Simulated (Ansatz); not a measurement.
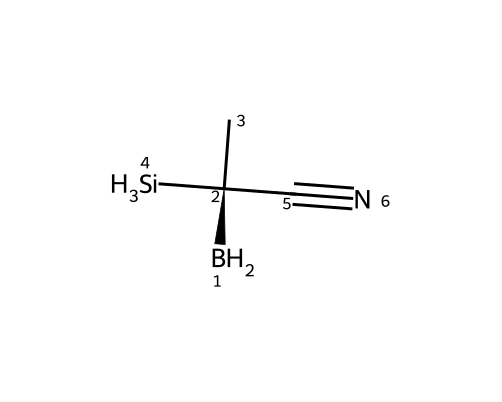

A structural formula, with wedges where it has stereocentres; small numbers name the atoms. The configuration is that of a computed structure (PBE0-D4/def2-TZVP).

What are the Cahn–Ingold–Prelog descriptors?

C2: R.

Give a SMILES with the stereochemistry.

B[C@](C)([SiH3])C#N
